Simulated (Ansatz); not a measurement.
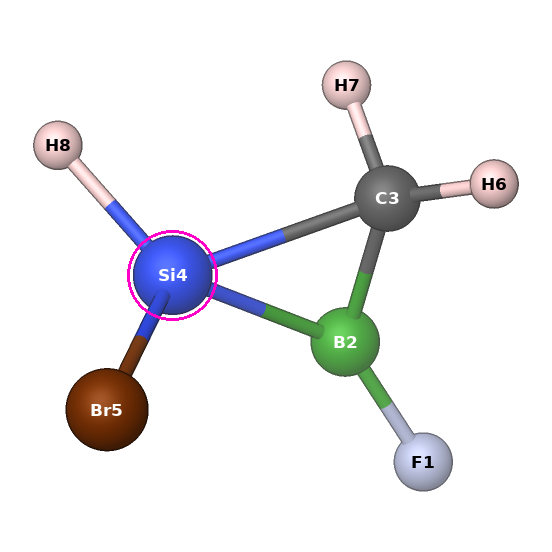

Distant atoms are faded towards the background colour. Circles mark the stereogenic atoms. The geometry was computed by an optimisation with PBE0-D4/def2-TZVP. No frequency run is at hand to confirm it as a minimum.

Question: Assign CIP descriptors.

Answer: Si4: R (priorities Br5 > C3 > B2 > H8).

Question: Give a SMILES with the stereochemistry.

Answer: FB1C[Si@@H]1Br
